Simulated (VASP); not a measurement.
Band structure of PbI2 (1T layered). Computed with PBE GGA with D4 dispersion, VASP's PBE PAW potentials (set 64) (plane waves; VASP 6.6.1).

Unless said otherwise, spin-orbit coupling is left out, though it shifts the bands of the heavy elements here.

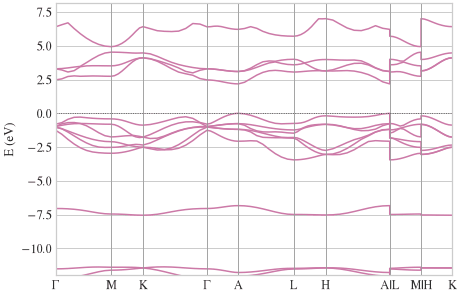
Figure: Bands along high-symmetry lines, zero at the valence-band maximum or, without a gap, the Fermi level

**Question.** Read the plot: is there a gap, and where are the band edges?

**Answer.** The gap is direct, 2.18 eV, from the valence maximum at A to the conduction minimum at A. (Edges off the drawn lines would not show.)

Measured: gap 2.40 eV (computed value off by -0.22 eV), as given by Wikipedia, List of semiconductor materials.

The compound is PbI2 in the 1T layered structure. It was relaxed first.
